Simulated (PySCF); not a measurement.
Si(F)2(NH2)2, SMILES N[Si](N)(F)F (H4F2N2Si), CAM-B3LYP/def2-SVP optimised geometry. Atoms within 1.6 Å of the plane z = 0.0 Å (x, y, z in Å): N1 (1.33, -0.68, 0.00), Si2 (-0.36, -0.68, 0.00), N3 (-0.97, 0.90, 0.00), F4 (-0.77, -1.61, -1.25), F5 (-1.07, -1.40, 1.25), H6 (1.88, -0.10, 0.63), H7 (1.87, -1.45, -0.39), H8 (-0.63, 1.61, -0.63), H9 (-1.88, 1.11, 0.40).

Level of theory: CAM-B3LYP/def2-TZVP (PySCF 2.14.0). Cells within 0.4 Å of a nucleus heavier than hydrogen are left out (blank, or x).

Map of the log10 of the electron density (e/bohr³), floored at −4 on the plane z = 0.0 Å:

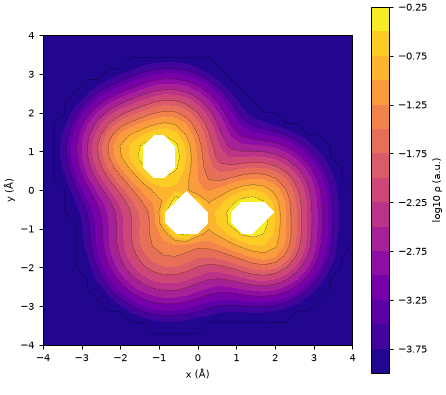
Fig. 1. Log10 of the electron density (e/bohr³), floored at −4 on the plane z = 0.0 Å.
